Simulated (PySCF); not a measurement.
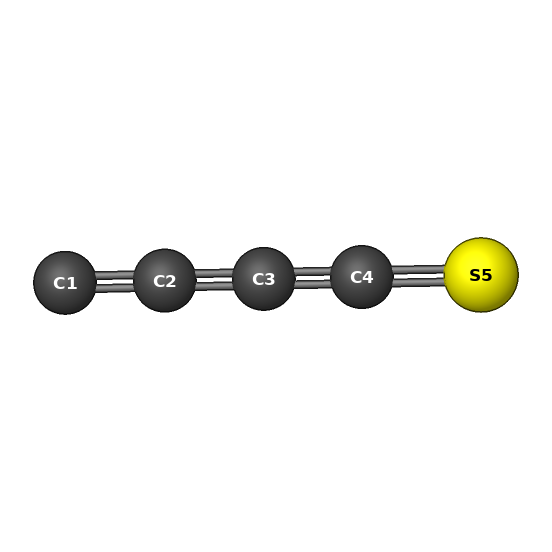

The questions are on Mulliken spin populations. Charge 0, triplet. Computed geometry: PBE0-D3(BJ)/def2-SVP optimisation. No frequency run is at hand to confirm it as a minimum. Properties computed with UKS B3LYP, IGLO-III on C S, non-relativistic (PySCF 2.14.0).

Give the Mulliken spin populations atom by atom.

```csv
atom,value (e)
C1,0.72
C2,0.13
C3,0.34
C4,0.10
S5,0.71
```

Mulliken values depend strongly on the basis set. The spin state was imposed, and no run here compares it with a lower spin, which may lie lower.
